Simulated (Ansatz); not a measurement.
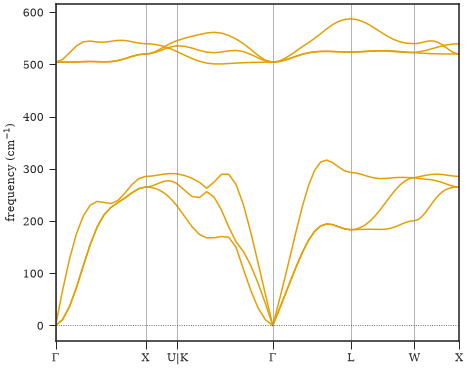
Fig. 1. Phonon dispersion of TiN (rock salt, Fm-3m), plane-wave PAW PBE (Ansatz code); imaginary frequencies are drawn negative

Is this phase dynamically stable?

Yes, on this path no branch is imaginary.

How high does the spectrum reach?

About 590 cm⁻¹ (17.6 THz).

Symmetry was held in the PBE relaxation. The run is not spin-polarised. With an odd number of electrons in the cell and no spin polarisation, the count alone makes it a metal. As this level gives no gap, phonon frequencies hold no LO–TO term and depend on the k-mesh and smearing (Fermi–Dirac, 0.1 eV here).

Potentials: the later of the program's two PAW sets.
